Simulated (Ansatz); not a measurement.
The compound is K2NiF4 (started from the K2NiF4 type) (I4/mmm).

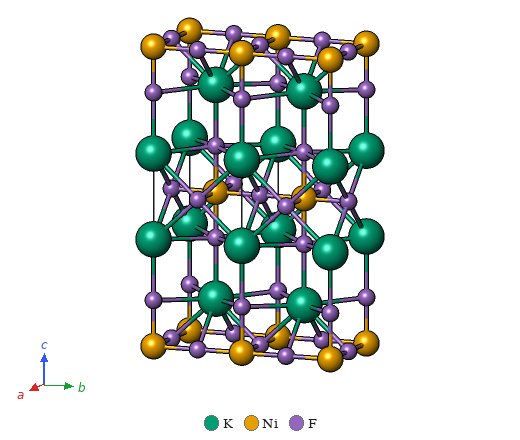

The structure (potassium teal, nickel orange, fluorine purple). 1×2×1 conventional cells are drawn. Some periodic images of atoms are drawn too.

The structure was built from a prototype and need not be the compound's stable phase.

```
K Ni F
1.0
     6.23899    1.95639   -1.95639
     6.23899   -1.95639    1.95639
    -6.23899   -1.95639   -1.95639
K Ni F
2 1 4
Direct
  0.35672 0.35672 0.00000
  0.64328 0.64328 0.00000
  0.00000 0.00000 0.00000
  0.00000 0.50000 0.50000
  0.50000 0.00000 0.50000
  0.15330 0.15330 0.00000
  0.84670 0.84670 0.00000
```

The structure was relaxed with LDA. The structure type comes from a generator and need not be one that this composition takes. The structure was generated from a model, not taken from a measurement. The runs that relaxed it are not among those shown. The program's search for lower electronic states was switched off, so nothing shows that the state found is the lowest. PAW set soft_2, made with PBE.

A constrained-RPA run (Ansatz 0.2.0; non-magnetic LDA; Ni eg, bands v1 to c1, 6×6×6 mesh, medium accuracy) builds 2 functions on bands 2.2 eV wide, with 2.0 electrons in the window. The bare on-site interaction is 22.1 eV and the bare J 0.97 eV.

Q: What U and J survive the screening?

On the Ni eg shell, U = 7.57 eV (34 % of the bare value), U′ = 6.11 eV, J = 0.73 eV.

The parent state is non-magnetic and the interaction static (zero frequency); U depends on the window and the orbitals, so it belongs to this model alone.

[Paths, hosts, dates, memory and timing lines, banners, echoed tables and standing remarks are left out of the program output.]

[Logs are printed without paths, hosts, clocks, repeated set-up lines and the standing remarks that a program may print on its own settings, such as how far it seeks lower states.]

[Runs of the session that timed out or met a known fault of the program may be left out.]

[Hosts, paths, dates, database ids (printed as entryN), source tags and the programs' standing remarks are cut or masked in the printed files.]
